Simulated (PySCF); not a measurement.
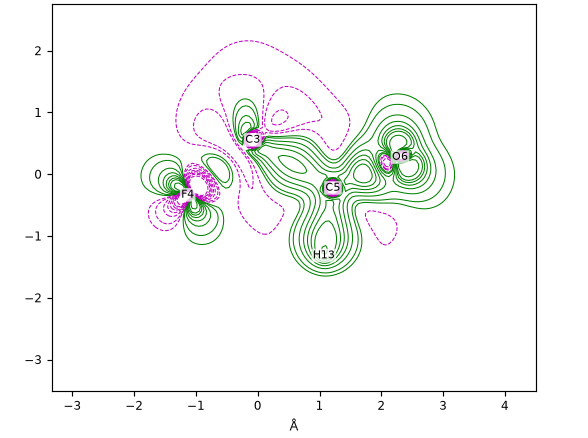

C4H7FO, SMILES `CCC(F)C=O`. Deformation density (molecule less spherical, spin-averaged free atoms) in the plane of C3, F4, C5, O6 and H13; contours at ±0.05 to ±0.8 e/Å³; solid green lines: gain, dashed magenta lines: loss.

Computed with PySCF, LDA (SVWN)/def2-SVPD, geometry: GFN2-xTB. No frequency check shows the geometry to be a minimum.

Cartesian coordinates (Å):

```
C1       1.5474   -1.0161    0.5326
C2       0.9607   -0.4232   -0.7436
C3      -0.1248    0.6149   -0.4397
F4       0.4061    1.6629    0.2823
C5      -1.2746    0.0159    0.3375
O6      -1.9646   -0.8769   -0.0601
H7       0.7882   -1.5639    1.0865
H8       2.3565   -1.6990    0.2876
H9       1.9424   -0.2273    1.1685
H10      0.5049   -1.2046   -1.3527
H11      1.7485    0.0607   -1.3237
H12     -0.5088    1.0474   -1.3744
H13     -1.4233    0.4864    1.3269
```

Question: How much density has each bond in this plane gained at its critical point, relative to the free atoms?

Answer: C5–H13: +0.71 e/Å³ at the bond critical point (bond length 1.11 Å). C5–O6: +0.63 e/Å³ at the bond critical point (bond length 1.20 Å). C3–C5: +0.54 e/Å³ at the bond critical point (bond length 1.51 Å). C3–F4: −0.06 e/Å³ at the bond critical point (bond length 1.38 Å); up to 0.6 Å beside the axis the gain reaches +0.19 e/Å³. In all, 2.8 electrons gather in the regions of gain relative to the promolecule. A small or negative value marks a very polar bond, one between electron-rich atoms, whose free-atom densities already overlap strongly, a long bond to a heavier atom, or a closed-shell contact such as a hydrogen bond.
